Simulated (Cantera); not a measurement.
Feed: 1 mol C₂H₂, 0.81 mol NH₃, at 570000 Pa.

Equilibrium computed with Cantera from the NASA thermochemical tables; the gas is ideal and each condensed phase is pure. Candidate condensed phases: C, C₆H₆, C₇H₈, C₈H₁₈; 92 gas species. The numbers say what is thermodynamically allowed, not how fast it happens.

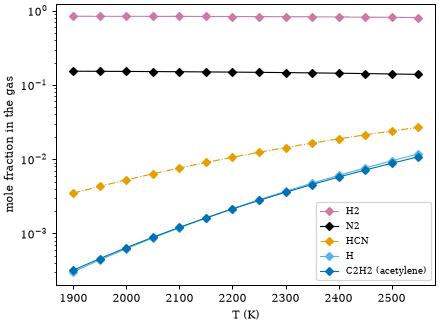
Figure: Equilibrium gas composition (values under 1e-9 drawn at 1e-9)

From 1900 K to 2550 K the condensed part is C(graphite). The main C-bearing gas is HCN throughout. The share of C in condensed phases is highest at 1900 K (99.1 %) and lowest at 2550 K (93.1 %).
